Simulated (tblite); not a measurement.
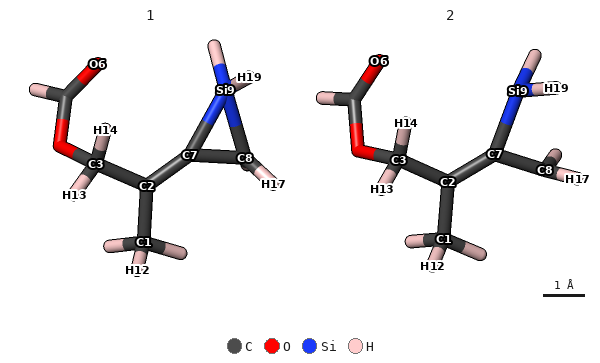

Two geometries of C₆H₁₀O₂Si, drawn at one scale. One is the start of a relaxation, the other its converged end. A stick model, seen face on.

All numbers below come from tblite 0.8.0, GFN2-xTB geometry optimisation, gas phase. 

Which of the two is the end point?

Answer. Structure 1 is the relaxed one. After 125 geometry steps the energy has fallen by 1.538 eV. An H atom moves most after the best rigid fit: 0.57 Å. Largest moves by element: H 0.57 Å, O 0.47 Å, C 0.31 Å, Si 0.24 Å. Some distances before and after: C–Si 2.272 → 1.908 Å, C–Si 1.724 → 1.853 Å, C–C 1.415 → 1.503 Å, C–O 1.343 → 1.314 Å. Among the angles between lasting bonds that change: C–C–Si 92.2° → 68.4°, C–C–Si 137.5° → 153.1°, C–C–C 130.3° → 138.2°.
